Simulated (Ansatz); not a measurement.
# SiNH2F (SMILES N[Si]F): revPBE/STO-3G

Aim: the energy change on altering one bond length of SiNH2F at revPBE/STO-3G, from 2 runs. 

The results are computed with Ansatz 0.2.0.

69 further runs of the same task are left out: 69 set aside as unsound or not needed.

### 1 The structure to begin with

SiNH2F: 5 atoms, total charge 0, spin state singlet. As SMILES, `N[Si]F`. Geometry: relaxed at PBE0-D4/def2-TZVP. This is one conformer, not always the lowest.

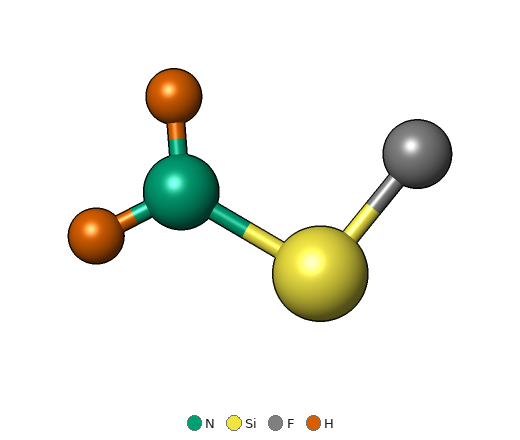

The structure, seen from a chosen angle (nitrogen teal, silicon yellow, fluorine grey, hydrogen orange).

### 2 A single-point energy at revPBE/STO-3G

Contents of job.yaml:

```yaml
crystal:
  periodic: [false, false, false]
  atoms:
    - {symbol: N, position_ang: [-0.421300, 0.240100, -0.331100]}
    - {symbol: Si, position_ang: [0.136100, -1.133600, 0.505100]}
    - {symbol: F, position_ang: [1.565400, -0.548800, 1.001500]}
    - {symbol: H, position_ang: [0.085400, 1.109600, -0.420900]}
    - {symbol: H, position_ang: [-1.315700, 0.259100, -0.796000]}
basis:
  gaussian:
    orbitals: STO-3G
total_charge: 0
hamiltonian:
  xc: {name: revPBE}
accuracy: high
```

The run is started by

```
$ ansatz run job.yaml --threads 1 --pin off --max-ram 2610MiB --events-out events.jsonl --progress --plain --runs-dir runs
```

Log:

```text
Warning: RAYON_NUM_THREADS=1 ignored (pool sized by the plan → 1); use --threads N
Functional definition: revPBE
  name "revPBE"
  parameter kappa = 1.245
  parameter beta = 0.06672455060314922
  exchange = pbe_x(kappa = kappa, mu = beta*pi^2/3)
  correlation = pbe_c(beta = beta)
383 factors; integrals over basis functions are off by at most 2.9e-8 eV
mean field evaluation 1: about -11961.7780 eV, gradient 2.2e1 eV
mean field evaluation 2: about -11953.6061 eV, gradient 5.7e1 eV
mean field evaluation 4: about -11963.4065 eV, gradient 3.7e0 eV
mean field evaluation 8: about -11963.4243 eV, gradient 7.1e-2 eV
mean field evaluation 16: about -11963.4243 eV, gradient 1.9e-7 eV
mean field -11963.42427509 eV, -439.6477330092 hartree, gradient 1.4e-8 eV, S^2 0.000000; 0 other end points of the search recorded, 0 dependent functions left out
reference -11963.42427732 eV, -439.6477330913 hartree; 16, 16 occupied and 5, 5 virtual orbitals, 383 factors
Total energy: -11963.42427732 eV, -439.6477330913 hartree
```

It took 1.1 s on 1 thread of Arm Neoverse V1, shared host; peak memory 0.096 GiB.

### 3 The distorted shape, same level

Contents of molecule.yaml:

```yaml
crystal:
  periodic: [false, false, false]
  atoms:
    - {symbol: "N", position_ang: [-0.547996, 0.022688, -0.308646]}
    - {symbol: Si, position_ang: [0.009404, -1.351012, 0.527554]}
    - {symbol: F, position_ang: [1.438704, -0.766212, 1.023954]}
    - {symbol: H, position_ang: [0.085400, 1.109600, -0.420900]}
    - {symbol: H, position_ang: [-1.442396, 0.041688, -0.773546]}
basis:
  gaussian: {orbitals: STO-3G}
hamiltonian: {xc: {name: revPBE}}
accuracy: high
```

The run is started by

```
$ ansatz run molecule.yaml --threads 1 --pin off --max-ram 2610MiB --events-out events.jsonl --progress --plain --runs-dir runs
```

Log, cut to the lines that bear on the results:

```text
Warning: RAYON_NUM_THREADS=1 ignored (pool sized by the plan → 1); use --threads N
[... 6 set-up lines as earlier in the session ...]
383 factors; integrals over basis functions are off by at most 4.3e-8 eV
mean field evaluation 1: about -11961.0907 eV, gradient 2.3e1 eV
mean field evaluation 2: about -11950.0461 eV, gradient 6.5e1 eV
mean field evaluation 4: about -11962.8134 eV, gradient 3.2e0 eV
mean field evaluation 8: about -11962.8021 eV, gradient 8.3e-2 eV
mean field evaluation 16: about -11962.8022 eV, gradient 4.4e-7 eV
mean field -11962.80216492 eV, -439.6248708823 hartree, gradient 5.3e-8 eV, S^2 0.000000; 0 other end points of the search recorded, 0 dependent functions left out
reference -11962.80216717 eV, -439.6248709649 hartree; 16, 16 occupied and 5, 5 virtual orbitals, 383 factors
Total energy: -11962.80216717 eV, -439.6248709649 hartree
```

Wall time 1.2 s (1 thread of Arm Neoverse V1, shared host); peak memory 0.096 GiB.

### 4 Outcome

Level: revPBE/STO-3G.

| quantity | value |
| --- | --- |
| first shape: total energy | -439.64773 Eh |
| distorted shape: total energy | -439.62487 Eh |
| energy change with the N1–H4 bond stretched from 1.010 to 1.263 Å | 0.622 eV |

With the N1–H4 bond stretched from 1.010 to 1.263 Å the energy rises by 0.62 eV (60.0 kJ/mol). The first shape isn't relaxed at this level, so the change isn't measured from a minimum. The minimal basis adds a large error of its own.
